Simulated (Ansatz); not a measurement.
Electronic density of states of amorphous Zr20O41K2, density 5.19 g/cm³, on a 2×2×2 Γ-centred mesh with a Gaussian width of 0.1 eV; energies count from the Fermi level, whose place inside the gap is arbitrary. Cell and mesh are small, so fine structure isn't converged. Calculation: PBE, scalar-relativistic without spin-orbit coupling (plane waves to 420 eV, PAW; Ansatz, a program for electronic structure). Sampling: a 2×2×2 Γ-centred mesh; Fermi-Dirac width 0.02 eV; no spin polarisation. At PBE the levels at the filled edge of the gap are localised (band-tail or defect states), and the nearest spread-out levels lie 3.9 eV apart at the zone centre.

The cell was made by melting and quenching with the CHGNet potential and then relaxed with DFT. O atoms were pushed apart under 1.9 Å during the dynamics, to hinder bonds among them. The hot cell started wider than the set density and was brought back towards it in steps. It is the lowest in DFT energy of 2 quenches. It is a model cell: composition and starting density were chosen by hand, and all elements were melted together. No dispersion term was used. Its density started from a set value of 5.07 and ended at 5.19 g/cm³. The quench (nominally 300 K/ps over its main leg) was far faster than any real one, so the model tends to hold more defects than a real film. Values belong to this one cell and scatter from quench to quench. Volume and shape were free in the relaxation. On a 2×2×2 Γ-centred mesh force components of up to 0.13 eV/Å stay, since the relaxation ran on the zone centre alone.

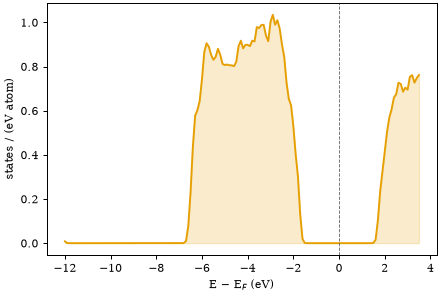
Fig. 1. Density of states per atom

The level gap on this mesh is 3.45 eV; the broadening fills part of it in the curve.
